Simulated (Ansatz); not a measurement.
Computed with PBE (plane waves to 420 eV, PAW; Ansatz, a quantum-chemistry and plane-wave program).

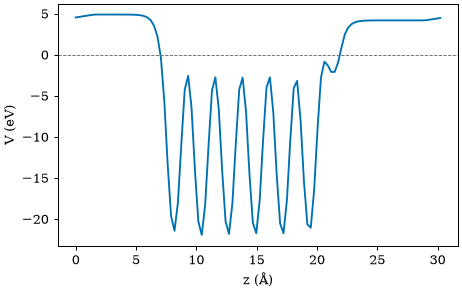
Figure: Plane-averaged electrostatic potential energy along the normal, in eV from the Fermi level, for the (110) surface of bcc W, one added row of W in 4 (bottom of the slab: a bare face, its two planes held)

Model: 25-atom slab, 14.2 Å thick at the start with caps and adatoms, 14x4x1 mesh, Fermi-Dirac 0.1 eV, dipole correction, 8 atoms held, the rest relaxed; start symmetry kept, larger cells not searched; no spin, no spin-orbit, no U. In PBE it is, or lies within 0.01 eV a 1x1 cell of, the lowest of the 2 structures of its composition computed so far; subsurface sites and larger cells were not tried.

The vacuum level lies 4.19 eV above the Fermi level over the top face and 4.89 eV above it under the bottom face.
